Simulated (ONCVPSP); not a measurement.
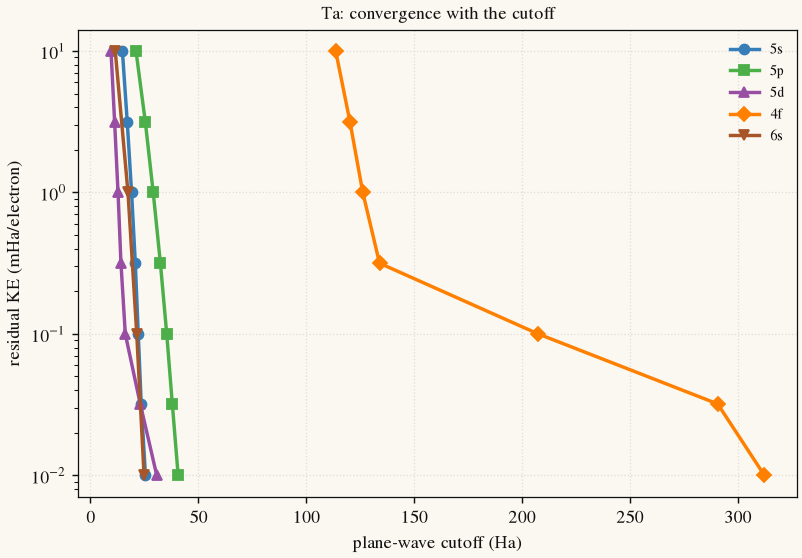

*Residual kinetic energy of the pseudo-waves (the first of each channel, and further valence shells) beyond the plane-wave cutoff, as the generator prints it.*

- Cutoffs for 1 mHa per electron: 4f: 126 Ha; 5p: 29 Ha; 5s: 19 Ha; 6s: 17 Ha; 5d: 13 Ha.
- Hardest wave at 1 mHa per electron: 4f, with rc = 1.05 bohr and qcut = 16.4 1/bohr. The optimisation minimises, but can't always remove, the kinetic energy above qcut²/2 = 134.5 Ha, and a larger rc would as a rule soften the wave at some cost in transferability.
- Cutoffs for the occupied states: 126 Ha for 1 mHa and 208 Ha for 0.1 mHa per electron. The first is set by 4f.

# Ta: pseudopotential generation

System: tantalum (Ta, Z = 73), core [Kr] 4d10, reference valence 4f14 5s2 5p6 5d3 6s2, valence charge 27.
Method: ONCV potential, PBE, scalar-relativistic, made with ONCVPSP 4.0.1.

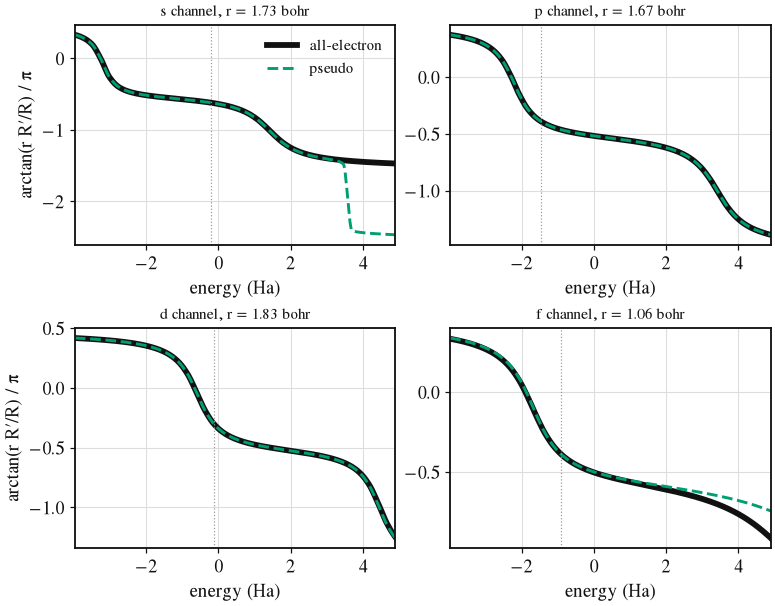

*Unwrapped phase arctan(r R′/R) in units of π against energy, all-electron (solid) and pseudo (dashed); the pseudo phase is matched to the all-electron one at the reference energy. Here R(r) is the radial function. A near-vertical step is a level narrower than the spacing of the points behind the curves. The dotted line marks the reference energy of the channel.*

- First channel to depart above its reference energy: the f channel: its phase error passes 0.05 rad 2.7 Ha above its reference energy, against 3.5 Ha for s.
- Ghost states: Going away from the reference energies, the phases part by more than π/2 in: s at about 3.6 Ha (above its reference energy, pseudo phase lower, at the flagged ghost). Such a step is either a state that only one of the two atoms has or an ordinary level shifted in energy. The separate test gives: no bound ghost flagged; GHOST(+) flagged for s at 94.9 eV (flags above 300 eV left out).
- Range over which the phases agree within 0.05 rad: s: up to about 3.3 Ha; p: over the whole range drawn; d: over the whole range drawn; f: up to about 1.8 Ha.

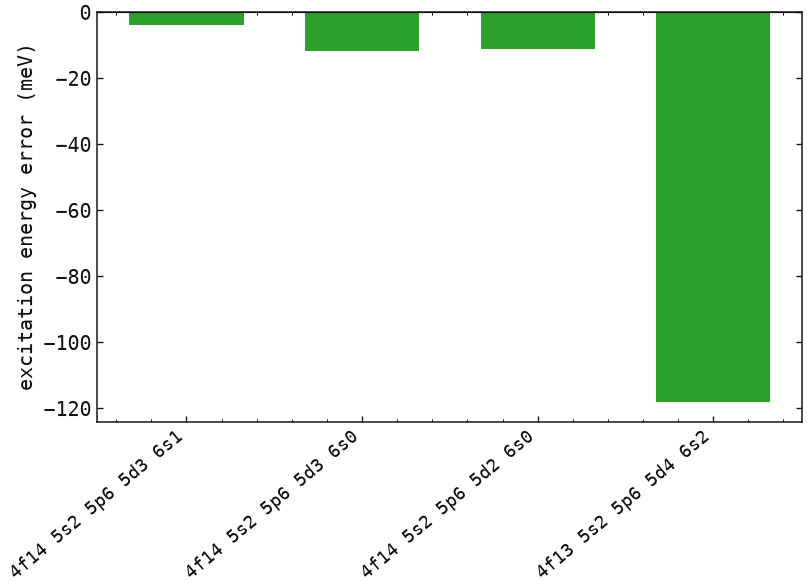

*Errors, all-electron minus pseudo, of the energies of valence configurations relative to the unpolarised reference 4f14 5s2 5p6 5d3 6s2.*

- Worst configuration: 4f13 5s2 5p6 5d4 6s2 (neutral): the error is -118 meV on an all-electron energy of +24.82 eV relative to the reference, or 0.48 %.
- Errors in meV: 4f14 5s2 5p6 5d3 6s1: -3.8; 4f14 5s2 5p6 5d3 6s0: -12; 4f14 5s2 5p6 5d2 6s0: -11; 4f13 5s2 5p6 5d4 6s2: -118.
- Configurations within 10 meV and within 50 meV: 1 and 3 of 4.

These pictures come from the run below.

## Input file
```
# ATOM AND REFERENCE CONFIGURATION
# atsym  z   nc   nv     iexc    psfile
  Ta 73.00    9    5        4      upf
#
#   n    l    f
    1    0    2.00
    2    0    2.00
    2    1    6.00
    3    0    2.00
    3    1    6.00
    3    2   10.00
    4    0    2.00
    4    1    6.00
    4    2   10.00
    4    3   14.00
    5    0    2.00
    5    1    6.00
    5    2    3.00
    6    0    2.00
#
# PSEUDOPOTENTIAL AND OPTIMIZATION
# lmax
    3
#
#   l,   rc,      ep,       ncon, nbas, qcut
    0    1.70    0.00    4    8    7.20
    1    1.65    0.00    4    7   10.10
    2    1.80    0.00    5    8    5.40
    3    1.05    0.00    5    9   16.40
#
# LOCAL POTENTIAL
# lloc, lpopt,  rc(5),   dvloc0
    4    3    0.95    2.00
#
# VANDERBILT-KLEINMAN-BYLANDER PROJECTORs
# l, nproj, debl
    0    2    2.00
    1    3    1.40
    2    2    2.30
    3    1    1.10
#
# MODEL CORE CHARGE
# icmod, fcfact, rcfact
    2    0.15    0.65
#
# LOG DERIVATIVE ANALYSIS
# epsh1, epsh2, depsh
   -4.00    5.00    0.02
#
# OUTPUT GRID
# rlmax, drl
    6.00    0.01
#
# TEST CONFIGURATIONS
# ncnf
    4
# nvcnf
#   n    l    f
    5
    4    3   14.00
    5    0    2.00
    5    1    6.00
    5    2    3.00
    6    0    1.00
#
    5
    4    3   14.00
    5    0    2.00
    5    1    6.00
    5    2    3.00
    6    0    0.00
#
    5
    4    3   14.00
    5    0    2.00
    5    1    6.00
    5    2    2.00
    6    0    0.00
#
    5
    4    3   13.00
    5    0    2.00
    5    1    6.00
    5    2    4.00
    6    0    2.00
#
```

Run as:
```bash
oncvpsp.x < Ta.dat > Ta.out
```

## Output (extracts)
```
ONCVPSP  (Optimized Norm-Conservinng Vanderbilt PSeudopotential)
scalar-relativistic version 4.0.1

#   n    l    f        energy (Ha)
    1    0    2.00    -2.4758805E+03
    2    0    2.00    -4.2537754E+02
    2    1    6.00    -3.7273829E+02
    3    0    2.00    -9.7446992E+01
    3    1    6.00    -8.1793170E+01
    3    2   10.00    -6.3540421E+01
    4    0    2.00    -1.9867990E+01
    4    1    6.00    -1.4734028E+01
    4    2   10.00    -8.1654646E+00
    4    3   14.00    -9.0786717E-01
    5    0    2.00    -2.6828014E+00
    5    1    6.00    -1.4478904E+00
    5    2    3.00    -1.3196212E-01
    6    0    2.00    -2.0000968E-01

Reference configufation results
  iterations    31
  all-electron total energy (Ha)   -1.56045591D+04

Begin loop to  construct optimized pseudo wave functions
and semi-local pseudopoentials for all angular momenta

Calculating optimized projector #   1

 for l=   0

    Fraction of norm inside rc  0.936335
    Optimizing pswf for qcut=   7.20 a_B^-1,  ecut=  25.92 Ha
    Residual kinetic energy error=  5.49D-06 Ha

    Energy error per electron        Cutoff
         Ha          eV             Ha
         0.01000     0.27211       14.87
         0.00100     0.02721       19.12
         0.00010     0.00272       22.22
         0.00001     0.00027       25.56

Calculating optimized projector #   2

 for l=   0

    Fraction of norm inside rc  0.053292
    Optimizing pswf for qcut=   7.20 a_B^-1,  ecut=  25.92 Ha
    Residual kinetic energy error=  4.62D-06 Ha

    Energy error per electron        Cutoff
         Ha          eV             Ha
         0.01000     0.27211       11.56
         0.00100     0.02721       17.46
         0.00010     0.00272       21.52
         0.00001     0.00027       24.91

WARNING wellstate: negative energy specified for n= 6 l=  1
WARNING scattering state with energy  0.25000000
WARNING will be used for the first projector

   Wellstate for l =  1  n =  6
     eigenvalue =   0.2500
     asymptotic potential =   0.7500
     half-point radius =  3.7023

   Wellstate for l =  1  n =  7
     eigenvalue =   1.6500
     asymptotic potential =   2.1500
     half-point radius =  3.6788

Calculating optimized projector #   1

 for l=   1

    Fraction of norm inside rc  0.806941
    Optimizing pswf for qcut=  10.10 a_B^-1,  ecut=  51.02 Ha
    Residual kinetic energy error=  7.80D-08 Ha

    Energy error per electron        Cutoff
         Ha          eV             Ha
         0.01000     0.27211       21.17
         0.00100     0.02721       29.15
         0.00010     0.00272       35.42
         0.00001     0.00027       40.72

Calculating optimized projector #   2

 for l=   1

    Fraction of norm inside rc  0.081318
    Optimizing pswf for qcut=  10.10 a_B^-1,  ecut=  51.02 Ha
    Residual kinetic energy error=  1.40D-08 Ha

    Energy error per electron        Cutoff
         Ha          eV             Ha
         0.01000     0.27211       16.05
         0.00100     0.02721       26.25
         0.00010     0.00272       33.42
         0.00001     0.00027       39.09

Calculating optimized projector #   3

 for l=   1

    Fraction of norm inside rc  0.073563
    Optimizing pswf for qcut=  10.10 a_B^-1,  ecut=  51.02 Ha
    Residual kinetic energy error=  2.47D-08 Ha

    Energy error per electron        Cutoff
         Ha          eV             Ha
         0.01000     0.27211       18.87
         0.00100     0.02721       28.37
         0.00010     0.00272       35.24
         0.00001     0.00027       40.83

   Wellstate for l =  2  n =  7
     eigenvalue =   2.1680
     asymptotic potential =   2.6680
     half-point radius =  3.9130

Calculating optimized projector #   1

 for l=   2

    Fraction of norm inside rc  0.404627
    Optimizing pswf for qcut=   5.39 a_B^-1,  ecut=  14.54 Ha
    Residual kinetic energy error=  2.40D-04 Ha

    Energy error per electron        Cutoff
         Ha          eV             Ha
         0.01000     0.27211        9.59
         0.00100     0.02721       12.85
         0.00010     0.00272       16.21
         0.00001     0.00027       30.79

Calculating optimized projector #   2

 for l=   2

    Fraction of norm inside rc  0.104705
    Optimizing pswf for qcut=   5.39 a_B^-1,  ecut=  14.54 Ha
    Residual kinetic energy error=  8.59D-04 Ha

    Energy error per electron        Cutoff
         Ha          eV             Ha
         0.01000     0.27211       11.05
         0.00100     0.02721       14.28
         0.00010     0.00272       17.49
         0.00001     0.00027       28.37

Calculating optimized projector #   1

 for l=   3

    Fraction of norm inside rc  0.892675
    Optimizing pswf for qcut=  16.40 a_B^-1,  ecut= 134.40 Ha
    Residual kinetic energy error=  2.67D-04 Ha

    Energy error per electron        Cutoff
         Ha          eV             Ha
         0.01000     0.27211      113.73
         0.00100     0.02721      126.28
         0.00010     0.00272      207.56
         0.00001     0.00027      312.43

Construct Vanderbilt / Kleinmman-Bylander projectors

B matrix Hermiticity error, ll=   0
   1   2    3.0665E-04

  Orthonormal projector coefficients  1.4410E+01  2.0905E+00

B matrix Hermiticity error, ll=   1
   1   2    2.2797E-04
   1   3   -4.1687E-04
   2   3    8.6461E-05

  Orthonormal projector coefficients  1.5043E+01  2.6875E+00  1.5183E-01

B matrix Hermiticity error, ll=   2
   1   2   -1.9489E-04

  Orthonormal projector coefficients  6.7684E+00  7.3949E-01

Model core correction analysis
  based on d2Exc/dn_idn_j

d2excae - all-electron derivatives

   -2.392667D-02   -1.160392D-02   -8.200172D-03   -2.589484D-03
   -8.802185D-04
   -1.160376D-02   -2.816575D-02   -2.458185D-02   -9.639102D-03
   -1.559118D-03
   -8.200057D-03   -2.458184D-02   -2.492679D-02   -1.349074D-02
   -2.633995D-03
   -2.589445D-03   -9.639057D-03   -1.349071D-02   -1.789113D-02
   -1.421124D-02
   -8.801901D-04   -1.558968D-03   -2.633579D-03   -1.420894D-02
   -2.448621D-02

d2excps - pseudofunction derivatives with no core correction

   -4.393475D-02   -1.779932D-02   -1.028708D-02   -2.772604D-03
   -1.426563D-03
   -1.779929D-02   -2.674621D-02   -2.450543D-02   -9.849190D-03
   -1.514495D-03
   -1.028699D-02   -2.450536D-02   -2.577677D-02   -1.384228D-02
   -2.645960D-03
   -2.772570D-03   -9.849145D-03   -1.384227D-02   -1.799430D-02
   -1.423385D-02
   -1.426550D-03   -1.514356D-03   -2.645543D-03   -1.423155D-02
   -2.448372D-02

rms 2nd derivative error    4.425229E-03

amplitude prefactor, scale prefactor
    1.3684    1.5995

d2excps - pseudofunction derivatives with core correction

   -3.451294D-02   -1.480825D-02   -9.119015D-03   -2.607927D-03
   -1.153069D-03
   -1.480817D-02   -2.472407D-02   -2.326593D-02   -9.661140D-03
   -1.351482D-03
   -9.118905D-03   -2.326584D-02   -2.500547D-02   -1.373337D-02
   -2.548223D-03
   -2.607889D-03   -9.661082D-03   -1.373335D-02   -1.798650D-02
   -1.421701D-02
   -1.153044D-03   -1.351324D-03   -2.547805D-03   -1.421471D-02
   -2.446994D-02

rms 2nd derivative error    2.449385E-03

Pseudoatom total energy -327.573653

Diagnostic tests using Vanderbilt-Kleinman-Bylander pseudopotentials
  1 or more projectors used as specified by nproj input data

   l    rcore       rmatch      e in        delta e   norm test  slope test

   0   1.7047202   1.7564792  -2.6828014   0.0000010   1.0001913   1.0001845
   0   1.7047202   1.7564792  -0.2000097   0.0000040   1.0000445   1.0000381

   1   1.6544864   1.7047202  -1.4478904  -0.0000038   1.0001501   1.0001650
   1   1.6544864   1.7047202   0.2500000   0.0000113   1.0003542   1.0003542
   1   1.6544864   1.7047202   1.6500000   0.0000493   1.0003993   1.0003993

   2   1.8098097   1.8647594  -0.1319621   0.0000026   1.0000518   1.0000625
   2   1.8098097   1.8647594   2.1680379   0.0000170   1.0003359   1.0003359

   3   1.0500662   1.0819484  -0.9078672  -0.0000022   0.9999983   1.0000122

 Testing for bound ghosts
   n   l    E NL Schr. Eq   E Basis Diag.   E Cutoff

   1   0       -2.682800       -2.682796     90.95
   2   0       -0.200006       -0.142697     90.95

   2   1       -1.447894       -1.447859    110.80

   3   2       -0.131960       -0.121728    104.92

   4   3       -0.907869       -0.907090    353.17

 Testing for highly-localized positive-energy ghosts
       l    <radius>/rc     E Basis Diag.   E Cutoff

       0        0.292271        3.488719     90.95  WARNING - GHOST(+)

       1        0.857593       16.443554    110.80  WARNING - GHOST(+)

Test configuration 0

   n   l     f        eae           eps        diff
   1   0  2.0000-2475.88045401
   2   0  2.0000 -425.37754144
   2   1  6.0000 -372.73829328
   3   0  2.0000  -97.44699169
   3   1  6.0000  -81.79317025
   3   2 10.0000  -63.54042099
   4   0  2.0000  -19.86799041
   4   1  6.0000  -14.73402809
   4   2 10.0000   -8.16546463
   4   3 14.0000   -0.90786717   -0.90786938   -2.22D-06
   5   0  2.0000   -2.68280139   -2.68280039    1.01D-06
   5   1  6.0000   -1.44789044   -1.44789420   -3.76D-06
   5   2  3.0000   -0.13196212   -0.13195951    2.61D-06
   6   0  2.0000   -0.20000968   -0.20000568    4.00D-06

    Total energies and differences
      AE_ref= -1.56045591D+04  AE_tst= -1.56045591D+04  dif=  0.00D+00
      PS_ref= -3.27573653D+02  PS_tst= -3.27573653D+02  dif=  9.86D-10
      PSP excitation error= -9.86D-10

Test configuration 1

   n   l     f        eae           eps        diff
   1   0  2.0000-2476.14704793
   2   0  2.0000 -425.64233993
   2   1  6.0000 -373.00315223
   3   0  2.0000  -97.71189400
   3   1  6.0000  -82.05807631
   3   2 10.0000  -63.80521892
   4   0  2.0000  -20.13295369
   4   1  6.0000  -14.99895064
   4   2 10.0000   -8.43025950
   4   3 14.0000   -1.17255225   -1.17420434   -1.65D-03
   5   0  2.0000   -2.94752401   -2.94796389   -4.40D-04
   5   1  6.0000   -1.71333955   -1.71333783    1.72D-06
   5   2  3.0000   -0.38537274   -0.38529217    8.06D-05
   6   0  1.0000   -0.42703163   -0.42709302   -6.14D-05

    Total energies and differences
      AE_ref= -1.56045591D+04  AE_tst= -1.56042480D+04  dif=  3.11D-01
      PS_ref= -3.27573653D+02  PS_tst= -3.27262330D+02  dif=  3.11D-01
      PSP excitation error= -1.38D-04

Test configuration 2

   n   l     f        eae           eps        diff
   1   0  2.0000-2476.45735862
   2   0  2.0000 -425.95023915
   2   1  6.0000 -373.31114770
   3   0  2.0000  -98.01950689
   3   1  6.0000  -82.36569763
   3   2 10.0000  -64.11275572
   4   0  2.0000  -20.44065925
   4   1  6.0000  -15.30663254
   4   2 10.0000   -8.73780818
   4   3 14.0000   -1.47981005   -1.48363560   -3.83D-03
   5   0  2.0000   -3.25430359   -3.25530042   -9.97D-04
   5   1  6.0000   -2.01955083   -2.01955618   -5.35D-06
   5   2  3.0000   -0.67295661   -0.67277320    1.83D-04

    Total energies and differences
      AE_ref= -1.56045591D+04  AE_tst= -1.56036977D+04  dif=  8.61D-01
      PS_ref= -3.27573653D+02  PS_tst= -3.26711812D+02  dif=  8.62D-01
      PSP excitation error= -4.31D-04

Test configuration 3

   n   l     f        eae           eps        diff
   1   0  2.0000-2476.92228184
   2   0  2.0000 -426.41691841
   2   1  6.0000 -373.77788362
   3   0  2.0000  -98.48297828
   3   1  6.0000  -82.82919025
   3   2 10.0000  -64.57679524
   4   0  2.0000  -20.90400410
   4   1  6.0000  -15.77021391
   4   2 10.0000   -9.20174220
   4   3 14.0000   -1.94273879   -1.94427418   -1.54D-03
   5   0  2.0000   -3.71296860   -3.71320389   -2.35D-04
   5   1  6.0000   -2.46752063   -2.46752035    2.77D-07
   5   2  2.0000   -1.07045410   -1.07037135    8.27D-05

    Total energies and differences
      AE_ref= -1.56045591D+04  AE_tst= -1.56028303D+04  dif=  1.73D+00
      PS_ref= -3.27573653D+02  PS_tst= -3.25844412D+02  dif=  1.73D+00
      PSP excitation error= -4.11D-04

Test configuration 4

   n   l     f        eae           eps        diff
   1   0  2.0000-2476.20662166
   2   0  2.0000 -425.73145917
   2   1  6.0000 -373.08808766
   3   0  2.0000  -97.84728824
   3   1  6.0000  -82.19267017
   3   2 10.0000  -63.93557856
   4   0  2.0000  -20.23569705
   4   1  6.0000  -15.09094064
   4   2 10.0000   -8.50833921
   4   3 13.0000   -1.21631343   -1.22722241   -1.09D-02
   5   0  2.0000   -2.82953722   -2.84859035   -1.91D-02
   5   1  6.0000   -1.55744087   -1.55814508   -7.04D-04
   5   2  4.0000   -0.16912578   -0.16688387    2.24D-03
   6   0  2.0000   -0.20572141   -0.20745015   -1.73D-03

    Total energies and differences
      AE_ref= -1.56045591D+04  AE_tst= -1.56036471D+04  dif=  9.12D-01
      PS_ref= -3.27573653D+02  PS_tst= -3.26657248D+02  dif=  9.16D-01
      PSP excitation error= -4.34D-03
```

## Summary

- outcome: generated
- cutoffs needed: 126 Ha and 208 Ha (the cutoffs at which the residual kinetic energy of the hardest occupied pseudo-wave falls to 1 and 0.1 mHa per electron)
- ghost test: no bound ghost flagged; GHOST(+) flagged for s at 94.9 eV (flags above 300 eV left out)
- largest excitation error: -118 meV (all-electron minus pseudo) for 4f13 5s2 5p6 5d4 6s2, out of 4 test configurations
- rms error of d²Exc/dni dnj: 4.43 mHa without and 2.45 mHa with the model core
- range over which the phases arctan(r R′/R) at the test radius agree within 0.05 rad (a looser test near the poles than one of phase shifts): s: up to about 3.3 Ha; p: over the whole range computed; d: over the whole range computed; f: up to about 1.8 Ha
- hardware: 1 CPU thread, shared host
- wall time: 7 s

## Remarks

Warnings of the program, in the generation or the tests: wellstate: negative energy specified for n= 6 l= 1.
